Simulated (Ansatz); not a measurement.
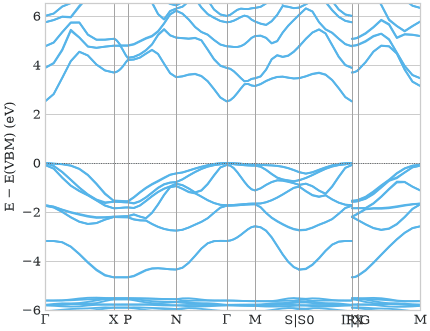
Band structure from PBEsol with spin–orbit coupling (plane waves, PAW; program Ansatz)

Task: Read off the gap and where the band edges lie.

Result: About 2.5 eV (2.51 eV by a search for the band edges); maximum at Γ, minimum at Γ.

The material is RbLiZnS2 in space group I-4m2 (No. 119; Rb on 2a, Li on 2d, Zn on 2c, S on 4e).

The workflow started from a Materials Project entry (that database holds measured and hypothetical structures alike); the Crystallography Open Database copy checked does not list it. With Li and Zn taken as one species the cell has the higher symmetry I4/mmm, so it may be an ordered model of a mixed-site phase. Its standing as an ambient phase is unchecked. Symmetry was held in the PBEsol relaxation; its stability against distortions is not shown here.

Potentials: the later of the program's two PAW sets.
